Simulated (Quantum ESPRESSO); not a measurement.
## Fixed-spin-moment curve of NiO

How stiff is the total moment of NiO, and does E(M) have further minima?

Calculated with Quantum ESPRESSO 7.5; PBE with U = 6 eV on Ni d (ortho-atomic projectors); plane waves with GBRV 1.5 PBE potentials, no spin-orbit coupling.

## (1) Set-up

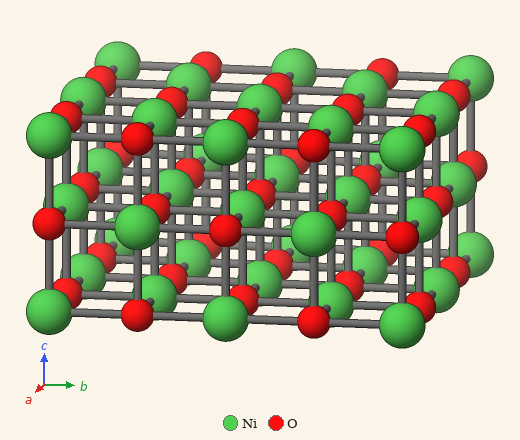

The starting structure, seen slightly off an axis (nickel green, oxygen red). 2×2×1 cells are drawn. This picture shows the conventional cell, with its axes. Some periodic images of atoms are drawn too.

The cell comes from the Crystallography Open Database.

## (2) The free run

Contents of pw.in:

```
&CONTROL
  calculation = 'scf'
  prefix = 'pwscf'
  outdir = './tmp'
  pseudo_dir = './pseudo'
  disk_io = 'nowf'
/
&SYSTEM
  ibrav = 0
  nat = 2
  ntyp = 2
  ecutwfc = 40
  ecutrho = 280
  nbnd = 20
  occupations = 'smearing'
  smearing = 'fd'
  degauss = 0.00367493
  nspin = 2
  starting_magnetization(1) = 0.1111
  starting_magnetization(2) = 0
/
&ELECTRONS
  conv_thr = 4d-09
  electron_maxstep = 150
  mixing_beta = 0.3
/
ATOMIC_SPECIES
Ni     58.6934 ni_pbe_v1.4.uspp.F.UPF
O      15.9990 o_pbe_v1.2.uspp.F.UPF
CELL_PARAMETERS angstrom
   0.0000000000    2.0859016414    2.0859016414
   2.0859016414    0.0000000000    2.0859016414
   2.0859016414    2.0859016414    0.0000000000
ATOMIC_POSITIONS crystal
Ni      0.0000000000    0.0000000000    0.0000000000
O       0.5000000000    0.5000000000    0.5000000000
K_POINTS automatic
8 8 8 0 0 0
HUBBARD {ortho-atomic}
U Ni-3d 6.0000
```

Run with:

```bash
OMP_NUM_THREADS=1 mpirun -n 2 pw.x -nk 2 -in pw.in > pw.out
```

What it wrote:

```text
Program PWSCF v.7.5 starts

     Message from routine setup:
     using ibrav=0 with symmetry is DISCOURAGED, use correct ibrav instead

     K-points division:     npool     =       2
     Subspace diagonalization in iterative solution of the eigenvalue problem:

     G-vector sticks info
     --------------------
     sticks:   dense  smooth     PW     G-vecs:    dense   smooth      PW
     Sum         595     349    121                 9721     4279     869

     Using Slab Decomposition

     bravais-lattice index     =            0
     lattice parameter (alat)  =       5.5745  a.u.
     unit-cell volume          =     122.4921 (a.u.)^3
     number of atoms/cell      =            2
     number of atomic types    =            2
     number of electrons       =        24.00
     number of Kohn-Sham states=           20
     kinetic-energy cutoff     =      40.0000  Ry
     charge density cutoff     =     280.0000  Ry
     scf convergence threshold =      4.0E-09
     mixing beta               =       0.3000
     number of iterations used =            8  plain     mixing
     Exchange-correlation= SLA  PW   PBE  PBE
                           (   1   4   3   4   0   0   0)
     Hubbard projectors: ortho-atomic
     Hubbard parameters of DFT+U (Dudarev formulation) in eV:
     U(Ni-3d) =  6.0000

     Internal variables: lda_plus_u =T, lda_plus_u_kind = 0

     Internal variables: orbital_resolved =F, hub_pot_fix =F, apply_U = F

     celldm(1)=   5.574523  celldm(2)=   0.000000  celldm(3)=   0.000000
     celldm(4)=   0.000000  celldm(5)=   0.000000  celldm(6)=   0.000000

     crystal axes: (cart. coord. in units of alat)
               a(1) = (   0.000000   0.707107   0.707107 )
               a(2) = (   0.707107   0.000000   0.707107 )
               a(3) = (   0.707107   0.707107   0.000000 )

     reciprocal axes: (cart. coord. in units 2 pi/alat)
               b(1) = ( -0.707107  0.707107  0.707107 )
               b(2) = (  0.707107 -0.707107  0.707107 )
               b(3) = (  0.707107  0.707107 -0.707107 )

     PseudoPot. # 1 for Ni read from file:
     ni_pbe_v1.4.uspp.F.UPF
     Pseudo is Ultrasoft + core correction, Zval = 18.0
     Generated by new atomic code, or converted to UPF format
     Using radial grid of  865 points,  6 beta functions with:
                l(1) =   0
                l(2) =   0
                l(3) =   1
                l(4) =   1
                l(5) =   2
                l(6) =   2
     Q(r) pseudized with 10 coefficients,  rinner =    0.980   0.980   0.980
                                                       0.980   0.980

     PseudoPot. # 2 for O  read from file:
     o_pbe_v1.2.uspp.F.UPF
     Pseudo is Ultrasoft + core correction, Zval =  6.0
     Generated by new atomic code, or converted to UPF format
     Using radial grid of  737 points,  5 beta functions with:
                l(1) =   0
                l(2) =   0
                l(3) =   1
                l(4) =   1
                l(5) =   2
     Q(r) pseudized with  8 coefficients,  rinner =    0.900   0.900   0.900
                                                       0.900   0.900

     atomic species   valence    mass     pseudopotential
     Ni               18.00    58.69340     Ni( 1.00)
     O                 6.00    15.99900     O ( 1.00)

     Starting magnetic structure
     atomic species   magnetization
     Ni              0.111
     O               0.000

     48 Sym. Ops., with inversion, found

   Cartesian axes

     site n.     atom                  positions (alat units)
         1        Ni     tau(   1) = (   0.0000000   0.0000000   0.0000000  )
         2        O      tau(   2) = (   0.7071068   0.7071068   0.7071068  )

     number of k points=    29  Fermi-Dirac smearing, width (Ry)=  0.0037
                       cart. coord. in units 2pi/alat
        k(    1) = (   0.0000000   0.0000000   0.0000000), wk =   0.0019531
        k(    2) = (   0.0883883   0.0883883  -0.0883883), wk =   0.0156250
        k(    3) = (   0.1767767   0.1767767  -0.1767767), wk =   0.0156250
        k(    4) = (   0.2651650   0.2651650  -0.2651650), wk =   0.0156250
        k(    5) = (  -0.3535534  -0.3535534   0.3535534), wk =   0.0078125
        [... 24 further k-points ...]

     Dense  grid:     9721 G-vectors     FFT dimensions: (  30,  30,  30)

     Smooth grid:     4279 G-vectors     FFT dimensions: (  24,  24,  24)

     Check: negative core charge=   -0.000014
     Generating pointlists ...
     new r_m :   0.2917 (alat units)  1.6260 (a.u.) for type    1
     new r_m :   0.2917 (alat units)  1.6260 (a.u.) for type    2

     Initial potential from superposition of free atoms

     starting charge      22.0000, renormalised to      24.0000

     STARTING HUBBARD OCCUPATIONS:

     =================== HUBBARD OCCUPATIONS ===================
     ------------------------ ATOM    1 ------------------------
     Tr[ns(  1)] (up, down, total) =   5.00000  3.00000  8.00000
     Atomic magnetic moment for atom   1 =   2.00000
     [... lines left out ...]
     Number of occupied Hubbard levels =    8.0000

     Atomic wfc used for Hubbard projectors are orthogonalized

     Starting wfcs are   17 randomized atomic wfcs +    3 random wfcs

     Self-consistent Calculation

     iteration #  1     ecut=    40.00 Ry     beta= 0.30
     Davidson diagonalization with overlap
     ethr =  1.00E-02,  avg # of iterations =  5.9

     =================== HUBBARD OCCUPATIONS ===================
     ------------------------ ATOM    1 ------------------------
     Tr[ns(  1)] (up, down, total) =   3.36889  0.77753  4.14642
     Atomic magnetic moment for atom   1 =   2.59135
     [... lines left out ...]
     Number of occupied Hubbard levels =    4.1464

     total energy              =    -367.82804156 Ry
     estimated scf accuracy    <      26.87943060 Ry

     total magnetization       =     2.84 Bohr mag/cell
     absolute magnetization    =     2.87 Bohr mag/cell

     iteration #  2     ecut=    40.00 Ry     beta= 0.30
     Davidson diagonalization with overlap
     ethr =  1.00E-02,  avg # of iterations =  3.1

     total energy              =    -373.82424484 Ry
     estimated scf accuracy    <      10.59973168 Ry

     total magnetization       =     0.19 Bohr mag/cell
     absolute magnetization    =     0.19 Bohr mag/cell

     iteration #  3     ecut=    40.00 Ry     beta= 0.30
     Davidson diagonalization with overlap
     ethr =  1.00E-02,  avg # of iterations =  2.1

     total energy              =    -375.20641972 Ry
     estimated scf accuracy    <       0.40723638 Ry

     total magnetization       =     2.00 Bohr mag/cell
     absolute magnetization    =     2.02 Bohr mag/cell

     [... further iterations left out ...]

     iteration #  9     ecut=    40.00 Ry     beta= 0.30
     Davidson diagonalization with overlap
     ethr =  8.13E-08,  avg # of iterations =  1.0

     total energy              =    -375.41716573 Ry
     estimated scf accuracy    <       0.00000414 Ry

     total magnetization       =     2.00 Bohr mag/cell
     absolute magnetization    =     2.01 Bohr mag/cell

     iteration # 10     ecut=    40.00 Ry     beta= 0.30
     Davidson diagonalization with overlap
     ethr =  1.73E-08,  avg # of iterations =  1.7

     total energy              =    -375.41717310 Ry
     estimated scf accuracy    <       0.00000002 Ry

     total magnetization       =     2.00 Bohr mag/cell
     absolute magnetization    =     2.01 Bohr mag/cell

     iteration # 11     ecut=    40.00 Ry     beta= 0.30
     Davidson diagonalization with overlap
     ethr =  8.89E-11,  avg # of iterations =  2.0

     total energy              =    -375.41717639 Ry
     estimated scf accuracy    <          6.7E-09 Ry

     total magnetization       =     2.00 Bohr mag/cell
     absolute magnetization    =     2.01 Bohr mag/cell

     iteration # 12     ecut=    40.00 Ry     beta= 0.30
     Davidson diagonalization with overlap
     ethr =  2.78E-11,  avg # of iterations =  2.0

     Magnetic moment per site  (integrated on atomic sphere of radius R)
     atom   1 (R=0.292)  charge= 15.6076  magn=  1.7295
     atom   2 (R=0.292)  charge=  5.7392  magn=  0.2096

     End of self-consistent calculation

     =================== HUBBARD OCCUPATIONS ===================
     ------------------------ ATOM    1 ------------------------
     Tr[ns(  1)] (up, down, total) =   4.97593  3.22434  8.20028
     Atomic magnetic moment for atom   1 =   1.75159
     [... lines left out ...]
     Number of occupied Hubbard levels =    8.2003

     [... lines left out ...]
     the Fermi energy is    14.7093 ev

!    total energy              =    -375.41717954 Ry
     estimated scf accuracy    <          1.7E-09 Ry
     smearing contrib. (-TS)   =      -0.00000000 Ry
     internal energy E=F+TS    =    -375.41717954 Ry

     The total energy is F=E-TS. E is the sum of the following terms:
     one-electron contribution =    -215.87884998 Ry
     hartree contribution      =     122.59121826 Ry
     xc contribution           =     -42.96691684 Ry
     ewald contribution        =    -239.22330751 Ry
     Hubbard energy            =       0.06067653 Ry

     total magnetization       =     2.00 Bohr mag/cell
     absolute magnetization    =     2.01 Bohr mag/cell

     convergence has been achieved in  12 iterations

=------------------------------------------------------------------------------=
   JOB DONE.
=------------------------------------------------------------------------------=
```

Wall time 6.4 s (2 MPI ranks of Arm Neoverse V2, shared host); peak memory 0.15 GiB.

Spin moment in the atom's sphere by atom:

| atom | spin moment in the atom's sphere (μB) |
| --- | --- |
| Ni1 | 1.73 |
| O2 | 0.21 |

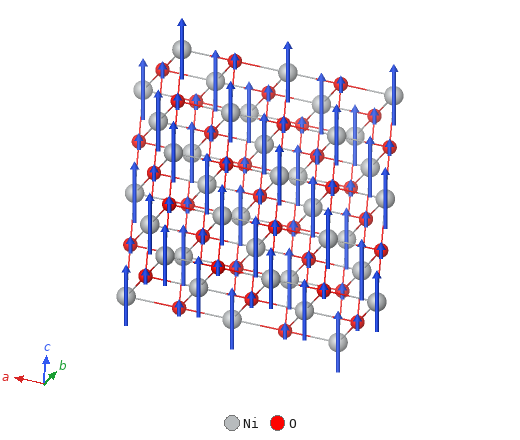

Spin moment in the atom's sphere as arrows, the longest 1.73 μB. Up and down stand for the sign. Arrows give size and sign along the axis of quantisation, drawn up and down the page. Each arrow also spans its atom, so small moments look longer than they are. 2×1×2 conventional cells are drawn. Some periodic images of atoms are drawn too.

Read from the output:

```yaml
smearing_term_ts: 3.28e-11 eV
magnetization: 2 μB
absolute_magnetization: 2.014 μB
final_state: ferromagnetic
```

## (3) Moment fixed at 0 μB

The two spin channels are filled to separate Fermi energies, so that the total moment meets the target. Half of the up one less the down one is the slope dE/dM.

Changes to pw.in since step 2:

```diff
@@ -18,4 +18,5 @@
   nspin = 2
-  starting_magnetization(1) = 0.1111
+  starting_magnetization(1) = 0.0056
   starting_magnetization(2) = 0
+  tot_magnetization = 0
 /
```

What it wrote:

```text
     [... lines left out ...]
Program PWSCF v.7.5 starts
     [... lines left out ...]
     number of atoms/cell      =            2
     [... lines left out ...]
     number of electrons       =        24.00 (up:  12.00, down:  12.00)
     number of Kohn-Sham states=           20
     kinetic-energy cutoff     =      40.0000  Ry
     charge density cutoff     =     280.0000  Ry
     scf convergence threshold =      4.0E-09
     [... lines left out ...]
     48 Sym. Ops., with inversion, found
     [... lines left out ...]
     number of k points=    29  Fermi-Dirac smearing, width (Ry)=  0.0037
     [... lines left out ...]
     iteration # 13     ecut=    40.00 Ry     beta= 0.30
     [... lines left out ...]
     Magnetic moment per site  (integrated on atomic sphere of radius R)
     atom   1 (R=0.292)  charge= 15.7675  magn=  0.0000
     atom   2 (R=0.292)  charge=  5.6110  magn= -0.0000
     [... lines left out ...]
     Tr[ns(  1)] (up, down, total) =   4.26816  4.26813  8.53629
     [... lines left out ...]
     the spin up/dw Fermi energies are    14.0211   14.0212 ev
!    total energy              =    -375.27385475 Ry
     estimated scf accuracy    <          2.7E-09 Ry
     smearing contrib. (-TS)   =      -0.00183793 Ry
     [... lines left out ...]
     total magnetization       =     0.00 Bohr mag/cell
     absolute magnetization    =     0.00 Bohr mag/cell
     convergence has been achieved in  13 iterations
```

The job ended after 6.8 s (2 MPI ranks; peak memory 0.15 GiB).

Numbers from this step:

```
magnetization                                 : 0 μB
absolute magnetization                        : 0 μB
half the difference of the two Fermi energies : -0.1 meV
largest moment                                : 0 μB
```

## (4) Moment fixed at 0.337 μB

Changes to pw.in since step 3:

```diff
@@ -18,5 +18,5 @@
   nspin = 2
-  starting_magnetization(1) = 0.0056
+  starting_magnetization(1) = 0.0187
   starting_magnetization(2) = 0
-  tot_magnetization = 0
+  tot_magnetization = 0.337
 /
```

What it wrote:

```text
     [... lines left out ...]
Program PWSCF v.7.5 starts
     [... lines left out ...]
     number of atoms/cell      =            2
     [... lines left out ...]
     number of electrons       =        24.00 (up:  12.17, down:  11.83)
     number of Kohn-Sham states=           20
     kinetic-energy cutoff     =      40.0000  Ry
     charge density cutoff     =     280.0000  Ry
     scf convergence threshold =      4.0E-09
     [... lines left out ...]
     48 Sym. Ops., with inversion, found
     [... lines left out ...]
     number of k points=    29  Fermi-Dirac smearing, width (Ry)=  0.0037
     [... lines left out ...]
     iteration # 12     ecut=    40.00 Ry     beta= 0.30
     [... lines left out ...]
     Magnetic moment per site  (integrated on atomic sphere of radius R)
     atom   1 (R=0.292)  charge= 15.7662  magn=  0.3920
     atom   2 (R=0.292)  charge=  5.6128  magn= -0.0675
     [... lines left out ...]
     Tr[ns(  1)] (up, down, total) =   4.46709  4.06388  8.53097
     [... lines left out ...]
     the spin up/dw Fermi energies are    13.4751   14.5276 ev
!    total energy              =    -375.28076024 Ry
     estimated scf accuracy    <          1.0E-09 Ry
     smearing contrib. (-TS)   =      -0.00125728 Ry
     [... lines left out ...]
     total magnetization       =     0.34 Bohr mag/cell
     absolute magnetization    =     0.48 Bohr mag/cell
     convergence has been achieved in  12 iterations
```

It took 6.4 s on 2 MPI ranks; peak memory 0.15 GiB.

Spin moment in the atom's sphere by atom:

| atom | spin moment in the atom's sphere (μB) |
| --- | --- |
| Ni1 | 0.392 |
| O2 | -0.068 |

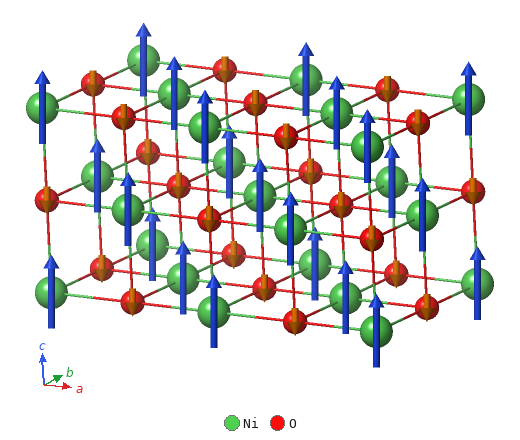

Spin moment in the atom's sphere as arrows, the longest 0.392 μB. Up and down stand for the sign. Arrows give size and sign along the axis of quantisation, drawn up and down the page. Each arrow also spans its atom, so small moments look longer than they are. The two directions have two colours. 2×1×1 conventional cells are drawn. Some periodic images of atoms are drawn too.

This step gave:

```yaml
magnetization: 0.337 μB
absolute_magnetization: 0.481 μB
half_the_difference_of_the_two_fermi_energies: -526.3 meV
```

## (5) Moment fixed at 0.675 μB

Changes to pw.in since step 4:

```diff
@@ -18,5 +18,5 @@
   nspin = 2
-  starting_magnetization(1) = 0.0187
+  starting_magnetization(1) = 0.0375
   starting_magnetization(2) = 0
-  tot_magnetization = 0.337
+  tot_magnetization = 0.675
 /
```

What it wrote:

```text
     [... lines left out ...]
Program PWSCF v.7.5 starts
     [... lines left out ...]
     number of atoms/cell      =            2
     [... lines left out ...]
     number of electrons       =        24.00 (up:  12.34, down:  11.66)
     number of Kohn-Sham states=           20
     kinetic-energy cutoff     =      40.0000  Ry
     charge density cutoff     =     280.0000  Ry
     scf convergence threshold =      4.0E-09
     [... lines left out ...]
     48 Sym. Ops., with inversion, found
     [... lines left out ...]
     number of k points=    29  Fermi-Dirac smearing, width (Ry)=  0.0037
     [... lines left out ...]
     iteration # 13     ecut=    40.00 Ry     beta= 0.30
     [... lines left out ...]
     Magnetic moment per site  (integrated on atomic sphere of radius R)
     atom   1 (R=0.292)  charge= 15.7529  magn=  0.7488
     atom   2 (R=0.292)  charge=  5.6245  magn= -0.0967
     [... lines left out ...]
     Tr[ns(  1)] (up, down, total) =   4.63504  3.86548  8.50052
     [... lines left out ...]
     the spin up/dw Fermi energies are    13.2478   15.0892 ev
!    total energy              =    -375.29943929 Ry
     estimated scf accuracy    <          4.2E-10 Ry
     smearing contrib. (-TS)   =      -0.00117433 Ry
     [... lines left out ...]
     total magnetization       =     0.68 Bohr mag/cell
     absolute magnetization    =     0.88 Bohr mag/cell
     convergence has been achieved in  13 iterations
```

It took 6.8 s on 2 MPI ranks; peak memory 0.15 GiB; 13 s of CPU time.

Numbers from this step:

| Item | Value |
| --- | --- |
| magnetization | 0.675 μB |
| absolute magnetization | 0.885 μB |
| half the difference of the two Fermi energies | -920.7 meV |
| largest moment | 0.7488 μB |

## (6) All moments

The runs not shown differ in the target, the start and the number of states alone. The point at 2.00 μB is the free run, entered with slope zero.

Table of energy over the lowest by total spin moment:

| total spin moment (μB a cell) | energy over the lowest (meV a cell) |
| --- | --- |
| 0.00 | 1950 |
| 0.34 | 1856 |
| 0.68 | 1602 |
| 1.01 | 1252 |
| 1.35 | 837 |
| 1.69 | 383 |
| 2.00 | 0 |
| 2.02 | 55.4 |
| 2.36 | 1186 |
| 2.70 | 2550 |

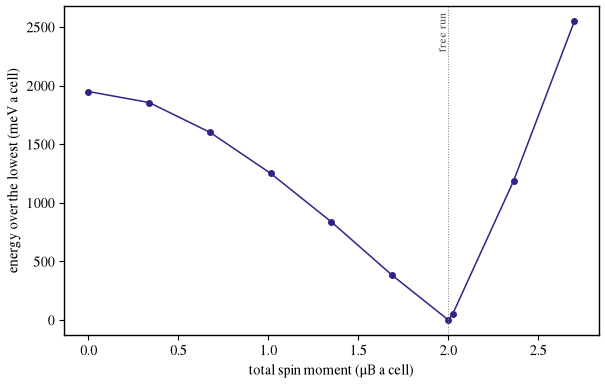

Energy over the lowest, plotted against total spin moment.

The dE/dM by total spin moment:

| total spin moment (μB a cell) | dE/dM (meV/μB) |
| --- | --- |
| 0.00 | -0.0669 |
| 0.34 | -526 |
| 0.68 | -921 |
| 1.01 | -1137 |
| 1.35 | -1316 |
| 1.69 | -1314 |
| 2.00 | 0 |
| 2.02 | 2360 |
| 2.36 | 3812 |
| 2.70 | 4242 |

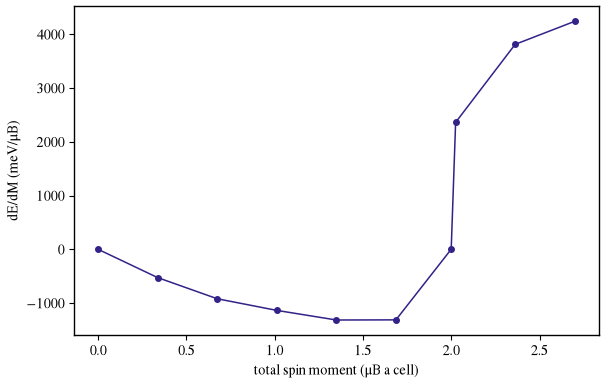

dE/dM against total spin moment.

The largest site moment by total spin moment:

| total spin moment (μB a cell) | largest site moment (μB) |
| --- | --- |
| 0.00 | 3.4e-5 |
| 0.34 | 0.392 |
| 0.68 | 0.749 |
| 1.01 | 1.05 |
| 1.35 | 1.32 |
| 1.69 | 1.55 |
| 2.00 | 1.73 |
| 2.02 | 1.73 |
| 2.36 | 1.78 |
| 2.70 | 1.85 |

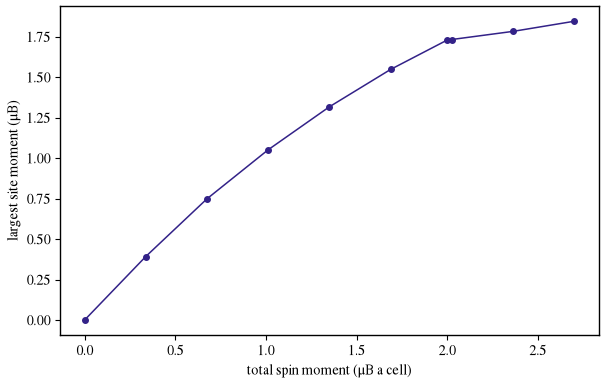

Largest site moment, plotted against total spin moment.

## (7) What came out

| Item | Value |
| --- | --- |
| moment of the free run | 2.00 μB a cell |
| energy at zero total moment | 1950 meV a cell over the lowest |

At zero total moment the site moments vanish, so the 1950 meV a cell is the energy of forming them, the change of the Hubbard energy included. The points show one minimum alone. The free run has a whole-number moment, and the slope goes from -1314 to 2360 meV/μB between its neighbours: a kink, as where a spin channel has a gap, so no stiffness is given. The cell holds one seeded atom, so opposed orders, which may lie lower, cannot form in it.

[Logs and program files are shortened in this print: banners, set-up blocks, solver, clock and traceback lines can be left out without a mark of their own.]

[Logs are printed without paths, hosts, clocks, repeated set-up lines and the standing remarks that a program may print on its own settings, such as how far it seeks lower states.]

[Hosts, paths, dates, database ids (printed as entryN), source tags and the programs' standing remarks are cut or masked in the printed files.]

[Where a cell is said to come from a database of computed structures, the database is the Materials Project.]
